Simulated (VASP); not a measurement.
Band structure of LaSi3Ru (space group I4mm). Method: PBEsol GGA, VASP's PBE PAW potentials (set 64) (plane waves; VASP).

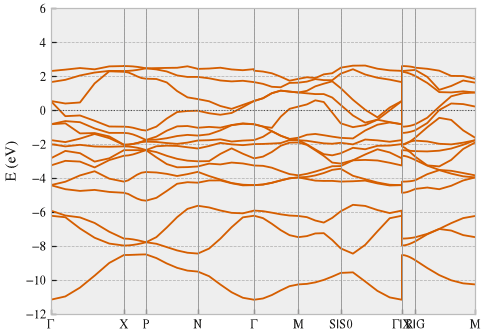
Figure: Bands along high-symmetry lines, zero at the valence-band maximum or, without a gap, the Fermi level

Problem. Read the plot: is there a gap, and where are the band edges?

Solution. It has no gap at this level: it comes out as a metal or semimetal.

The structure comes from a computed database's LaSi3Ru entry; how it stands against other phases isn't given here. The cell was not relaxed at this level. The electron count is odd and the run is not spin-polarised, which forces a metal.
